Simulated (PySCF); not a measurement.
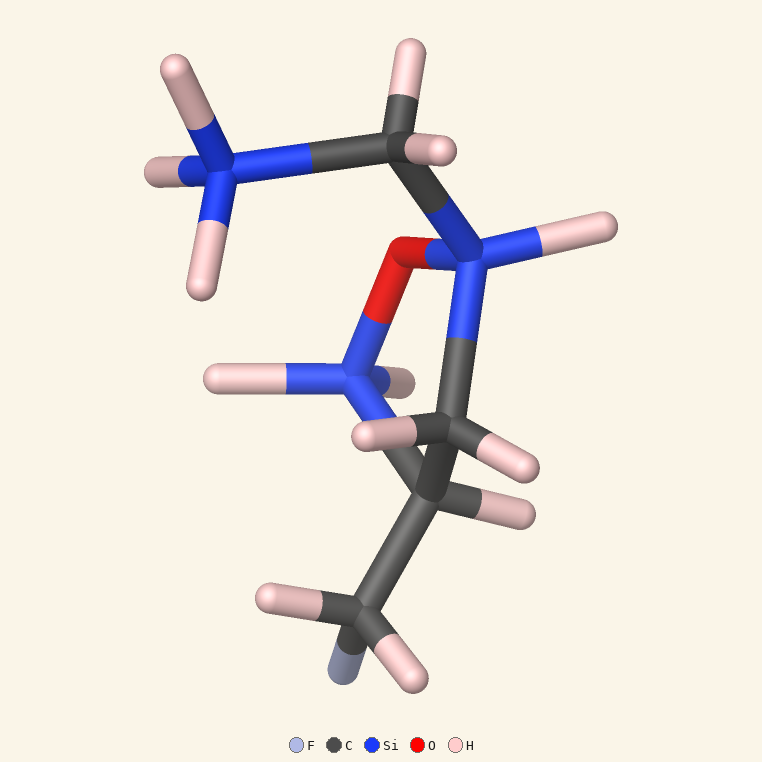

Rendered structure (stick style). Every bond is drawn as one stick, whatever its order.

Computed geometry: GFN2-xTB optimisation. No frequency run is at hand to confirm it as a minimum.

> Which formula does it have?

C₄H₁₃FOSi₃, 22 atoms: 4 carbon, 13 hydrogen, 1 fluorine, 1 oxygen and 3 silicon.

> Give the symmetry (Schoenflies symbol).

C1.

> Name some functional groups or characteristic bonds that it holds.

Among them: C–F bond, Si–H bond, Si–O bond.

More results for the same structure follow; atom numbers are the same in all pictures, views and colours differ.

**Geometry**

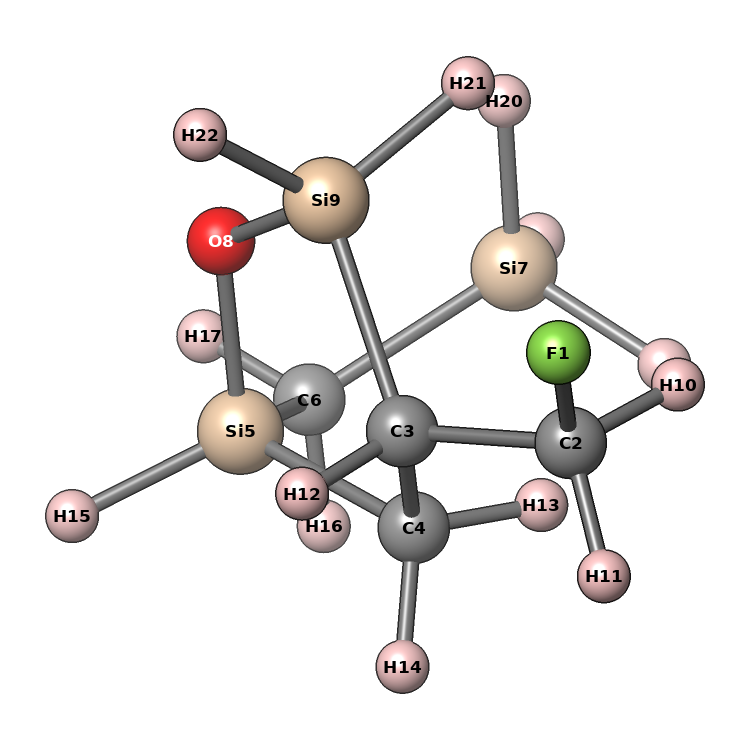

C6 lies behind Si5. The molecule seen a little off the Si5–C6 bond, Si5 in front. Depth is shown by fading: the farther an atom, the more it takes the colour of the background. No frequency run is at hand to confirm it as a minimum.

> What is the torsion angle O8–Si5–C6–Si7? The sign is positive where the front bond must turn clockwise to cover the back bond.

55°, synclinal (gauche). The bonds about Si5–C6 are staggered.

**Ring current**

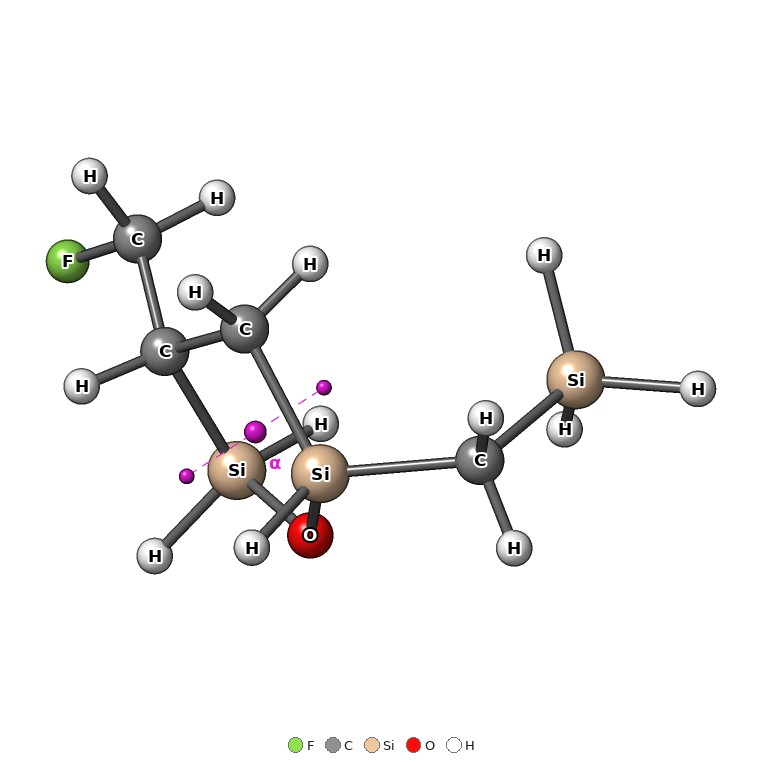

The small points mark where nucleus-independent chemical shifts (NICS) were computed: at the centre of each lettered ring and 1 Å above and below it. No frequency run is at hand to confirm it as a minimum. Properties computed with GIAO PBE0/pcSseg-1 NMR shielding, non-relativistic, gas phase (PySCF 2.14.0).

Give NICS(0), NICS(1) and the out-of-plane component NICS(1)zz for each ring (means of the two sides).

```
ring  members  NICS(0)  NICS(1)  NICS(1)zz
   α   C2OSi2     −5.0     −3.0       −2.3
```

Values in ppm.

> What do the values say about the ring currents?

Ring α: weak, as in a non-aromatic ring. NICS is one index among several.

**Electronic properties**

No frequency run is at hand to confirm it as a minimum. Level of theory: PBE0/pcSseg-1, gas phase (PySCF 2.14.0).

Predict the main results.

- dipole moment: 2.45 D
- HOMO energy (Kohn–Sham orbital): −8.10 eV
- LUMO energy (Kohn–Sham orbital): 0.40 eV
- HOMO–LUMO gap: 8.50 eV

**NMR shielding**

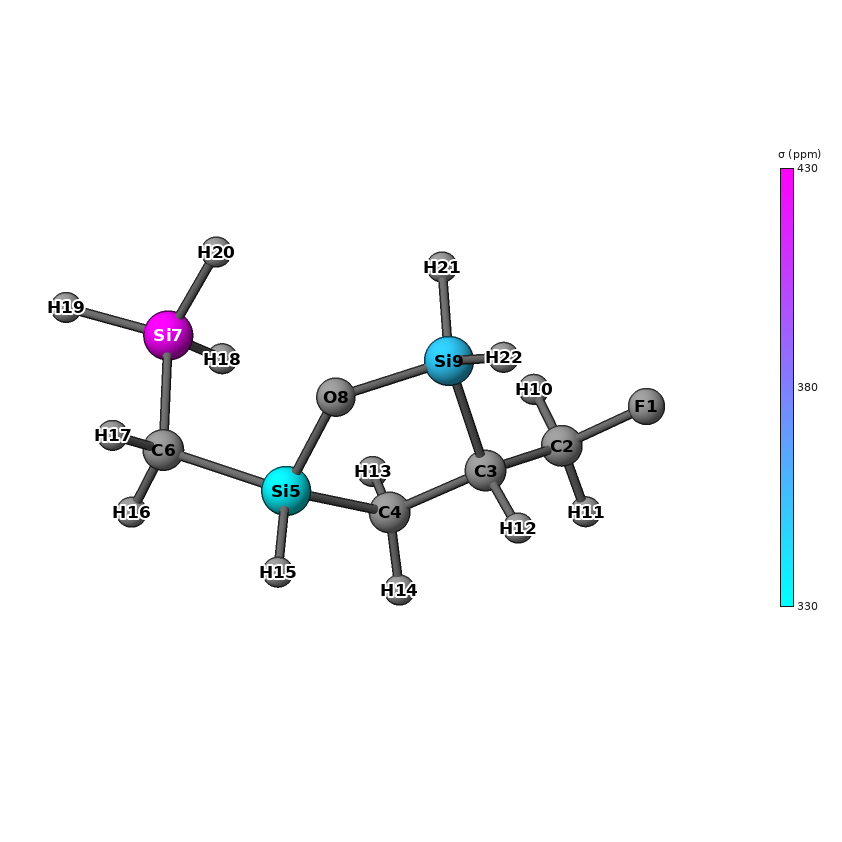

Atoms are coloured by their isotropic NMR shieldings (Si only, the others grey). No frequency run is at hand to confirm it as a minimum. Method: GIAO PBE0/pcSseg-1 NMR shielding, non-relativistic, gas phase (PySCF 2.14.0).

List the isotropic NMR shieldings of the Si atoms.

```csv
atom,σ (ppm)
Si5,334.2
Si7,428.0
Si9,349.2
```

The geometry is semi-empirical. Around Si such bond lengths and angles can be off by a tenth of an ångström or more and by several degrees, and values that hang on the shape move with them.
